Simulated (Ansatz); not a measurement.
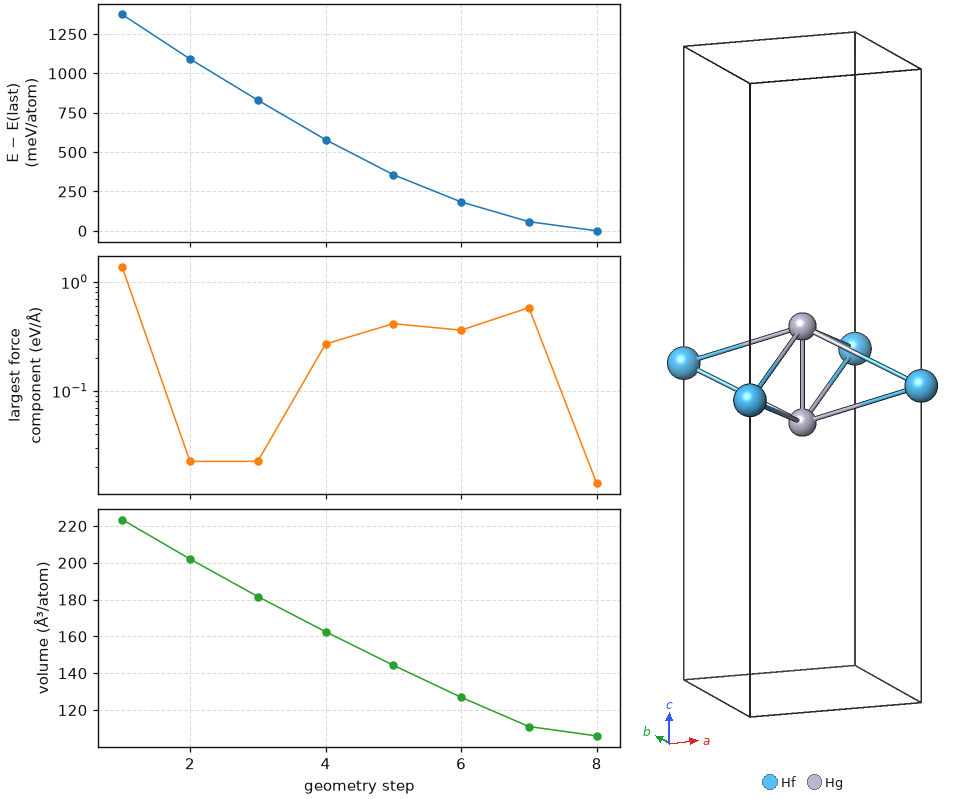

Beside the plot: the structure at the start.

History of a geometry optimisation.

```
crystal:
  lattice:
    - [4.81104434, 0.0, 0.0]
    - [0.0, 4.81104434, 0.0]
    - [0.0, 0.0, 17.0]
  atoms:
    - { symbol: Hf, position: [0.0, 0.0, 0.5] }
    - { symbol: Hg, position: [0.5, 0.5, 0.57588581] }
    - { symbol: Hg, position: [0.5, 0.5, 0.42411419] }
  periodic: [true, true, false]
basis:
  ecutwfc: 420
kpoints:
  mp_grid: { grid: [4, 4, 1] }
hamiltonian:
  xc: pbe
scf:
  occupations: { method: gaussian, width: 0.1 }
  lower_state_search: "off"
output:
  forces: true
  stress: true
  eigenvalues: true
relax:
  adjacent_minimum: "off"
  f_tol: 0.04
  max_steps: 70
  cell: { stress_2d_tol: 0.16 }
```

Run as:
```bash
ansatz run input.yaml --threads 1 --pin off --max-ram 2048MiB --backend cpu --events-out ev --progress --plain --runs-dir out
```

**How did the optimisation end?**

It had not finished: it stopped at geometry 8. The energy fell by about 1400 meV/atom from the first step to the last. The largest force component goes from about 1.4 eV/Å at the start to 0.014 eV/Å at the end.

**What happens to the cell?**

The volume shrinks from 223.4 to 105.9 Å³ per atom (−53 %). The start was expanded.

**By which step was nine tenths of the energy gained?**

By step 7 of 8.
